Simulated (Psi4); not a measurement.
**BBrCl2 (bromodichloroborane): CAM-B3LYP/cc-pVDZ**

Aim: the vertical ionisation energy of BBrCl2 (bromodichloroborane) at CAM-B3LYP/cc-pVDZ, from 2 runs. 

Program for the calculation: Psi4 1.11.

4 further runs of the same task are left out: 4 that didn't finish.

## (1) The system as given

BBrCl2: 4 atoms, total charge 0, spin state singlet. SMILES: `ClB(Cl)Br`. The shape is that of a PBE0-D4/def2-TZVP optimisation.

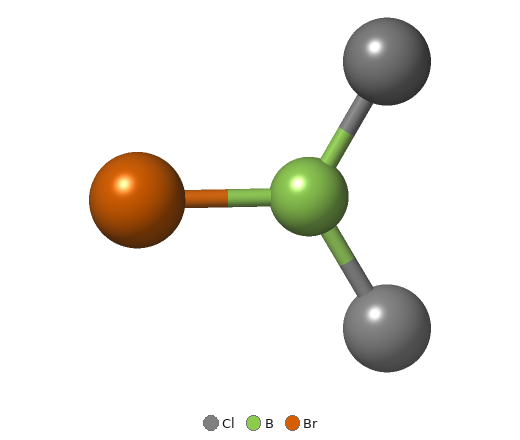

Viewed from a chosen angle; chlorine grey, boron green, bromine orange.

## (2) A single-point energy at CAM-B3LYP/cc-pVDZ

Contents of bbrcl2.dat:

```
memory 1.6 GB

molecule geom {
  0 1
  Cl     0.582100     0.666000     1.510800
  B      0.037200    -0.038100     0.022100
  Cl     0.444300    -1.679200    -0.365600
  Br    -1.008100     0.991100    -1.187600
  symmetry c1
  no_reorient
  no_com
}

set basis cc-pVDZ
set puream true
set e_convergence 1e-09
set d_convergence 1e-08
set scf_type pk
set dft_radial_points 99
set dft_spherical_points 590

energy_value, wavefunction = energy("cam-b3lyp", return_wfn=True)
oeprop(wavefunction, "LOWDIN_CHARGES", "MAYER_INDICES", "MULLIKEN_CHARGES", title="CAM-B3LYP")
```

Launch:

```sh
$ psi4 -n 1 bbrcl2.dat bbrcl2.out
```

bbrcl2.out:

```text
[...]
  Running in c1 symmetry.
[...]
  Nuclear repulsion =  351.409229119585689
[...]
  Multiplicity = 1
[...]
  Nalpha       = 37
  Nbeta        = 37
[...]
    Number of basis functions: 77
[...]
   @RKS iter   1: -3519.50693040499073   -1.27715e+00   7.72104e-03 ADIIS/DIIS
[...]
   @RKS iter  11: -3519.63622360039381   -3.63798e-12   3.94607e-09 DIIS
[...]
    Orbital Energies [Eh]
    ---------------------
    Doubly Occupied:
       1A   -482.960617     2A   -101.637476     3A   -101.637459
       4A    -62.607022     5A    -56.424911     6A    -56.423099
       7A    -56.422378     8A     -9.558021     9A     -9.557961
      10A     -8.799078    11A     -7.319233    12A     -7.319214
      13A     -7.313768    14A     -7.313749    15A     -7.311699
      16A     -7.311680    17A     -6.981833    18A     -6.628191
      19A     -6.620715    20A     -6.618263    21A     -2.741299
      22A     -2.739322    23A     -2.737421    24A     -2.731454
      25A     -2.731328    26A     -0.972649    27A     -0.930225
      28A     -0.882825    29A     -0.594359    30A     -0.519517
      31A     -0.505950    32A     -0.470347    33A     -0.408640
      34A     -0.405525    35A     -0.403357    36A     -0.379885
[...]
  @RKS Final Energy: -3519.63622360039381
   => Energetics <=
    Nuclear Repulsion Energy =            351.4092291195856887
    One-Electron Energy =               -5586.1608839877844730
    Two-Electron Energy =                1832.9238397069616440
    DFT Exchange-Correlation Energy =    -117.8084084391569633
    Empirical Dispersion Energy =           0.0000000000000000
    VV10 Nonlocal Energy =                  0.0000000000000000
    Total Energy =                      -3519.6362236003942598
[...]
 Multipole Moments:
 ------------------------------------------------------------------------------------
     Multipole            Electronic (a.u.)      Nuclear  (a.u.)        Total (a.u.)
 ------------------------------------------------------------------------------------
 L = 1.  Multiply by 2.5417464519 to convert [e a0] to [Debye]
 Dipole X            :         33.3527894          -33.3512095            0.0015799
 Dipole Y            :        -32.6438215           32.6423732           -0.0014483
 Dipole Z            :         41.5516344          -41.5495973            0.0020371
 Magnitude           :                                                    0.0029569
[...]
  Mulliken Charges: (a.u.)
   Center  Symbol    Alpha    Beta     Spin     Total
       1    CL     8.50512  8.50512  0.00000 -0.01024
       2     B     2.48012  2.48012  0.00000  0.03977
       3    CL     8.50516  8.50516  0.00000 -0.01033
       4    BR    17.50960 17.50960  0.00000 -0.01920
   Total alpha = 37.00000, Total beta = 37.00000, Total charge =  0.00000
  Lowdin Charges: (a.u.)
   Center  Symbol    Alpha    Beta     Spin     Total
       1    CL     8.35954  8.35954  0.00000  0.28091
       2     B     2.90755  2.90755  0.00000 -0.81510
[...]
```

It took 67 s on 1 thread of Intel Xeon Platinum 8259CL at 2.50GHz (Skylake/Cascade Lake), shared host; peak memory 0.97 GiB.

## (3) The doublet cation

Contents of calc.in:

```
memory 1600 mb

molecule molecule1 {
  1 2
  Cl     0.582100     0.666000     1.510800
  B      0.037200    -0.038100     0.022100
  Cl     0.444300    -1.679200    -0.365600
  Br    -1.008100     0.991100    -1.187600
  units angstrom
  symmetry c1
  no_reorient
  no_com
}

set {
  basis cc-pVDZ
  reference uks
  puream true
  e_convergence 1e-09
  d_convergence 1e-08
  scf_type pk
  dft_radial_points 99
  dft_spherical_points 590
  maxiter 200
}

e, wfn = energy('cam-b3lyp', return_wfn=True)
oeprop(wfn, 'LOWDIN_CHARGES', 'MULLIKEN_CHARGES', 'QUADRUPOLE')
```

Launch:

```sh
$ psi4 -i calc.in -o calc.out -n 1
```

calc.out:

```text
[...]
  Running in c1 symmetry.
[...]
  Nuclear repulsion =  351.409229119585689
[...]
  Multiplicity = 2
[...]
  Nalpha       = 37
  Nbeta        = 36
[...]
    Number of basis functions: 77
[...]
   @UKS iter   1: -3519.11260188122151   -8.82821e-01   7.19685e-03 ADIIS/DIIS
[...]
   @UKS iter  16: -3519.22989509997433   -1.36424e-12   7.04956e-09 DIIS
[...]
   @S^2 Observed:                7.542126074E-01
[...]
  @UKS Final Energy: -3519.22989509997433
   => Energetics <=
    Nuclear Repulsion Energy =            351.4092291195856887
    One-Electron Energy =               -5567.0321729171564584
    Two-Electron Energy =                1813.9732838556001298
    DFT Exchange-Correlation Energy =    -117.5802351580037879
    Empirical Dispersion Energy =           0.0000000000000000
    VV10 Nonlocal Energy =                  0.0000000000000000
    Total Energy =                      -3519.2298950999743283
[...]
 Multipole Moments:
 ------------------------------------------------------------------------------------
     Multipole            Electronic (a.u.)      Nuclear  (a.u.)        Total (a.u.)
 ------------------------------------------------------------------------------------
 L = 1.  Multiply by 2.5417464519 to convert [e a0] to [Debye]
 Dipole X            :         32.7895929          -33.3512095           -0.5616165
 Dipole Y            :        -32.0921532           32.6423732            0.5502200
 Dipole Z            :         40.8598532          -41.5495973           -0.6897441
 Magnitude           :                                                    1.0458977
 L = 2.  Multiply by 1.3450342976 to convert [e a0^2] to [Debye ang]
 Quadrupole XX       :       -190.1732726          159.5992608          -30.5740118
 Quadrupole XY       :        144.0723560         -146.6607499           -2.5883938
[...]
  Mulliken Charges: (a.u.)
   Center  Symbol    Alpha    Beta     Spin     Total
       1    CL     8.48806  8.29222  0.19584  0.21972
       2     B     2.43126  2.50897 -0.07771  0.05977
       3    CL     8.48815  8.29213  0.19602  0.21971
       4    BR    17.59252 16.90668  0.68584  0.50079
   Total alpha = 37.00000, Total beta = 36.00000, Total charge =  1.00000
  Lowdin Charges: (a.u.)
   Center  Symbol    Alpha    Beta     Spin     Total
       1    CL     8.34422  8.15222  0.19200  0.50355
       2     B     2.87046  2.91712 -0.04667 -0.78758
[...]
```

Wall time 77 s (1 thread of Intel Xeon Platinum 8259CL at 2.50GHz (Skylake/Cascade Lake), shared host); peak memory 0.97 GiB.

## (4) Results

Level: CAM-B3LYP/cc-pVDZ.

| quantity | value |
| --- | --- |
| singlet BBrCl2: total energy | -3519.63622 Eh |
| singlet BBrCl2: dipole moment | 0.01 D |
| singlet BBrCl2: HOMO energy | -9.84 eV |
| singlet BBrCl2: LUMO energy | -0.43 eV |
| singlet BBrCl2: HOMO–LUMO gap | 9.42 eV |
| doublet cation: total energy | -3519.22990 Eh |
| doublet cation: HOMO energy (highest over α and β) | -16.33 eV |
| doublet cation: LUMO energy (lowest over α and β) | -12.26 eV |
| doublet cation: ⟨S²⟩ | 0.754 |
| vertical ionisation energy (to the doublet cation) | 11.057 eV |

Removing an electron at fixed nuclei costs 11.06 eV (1067 kJ/mol). The negative HOMO energy of the first species, 9.84 eV, lies 1.21 eV below that difference. Mulliken charges (doublet cation) run from +0.06 on B2 to +0.50 on Br4; they depend strongly on the basis.
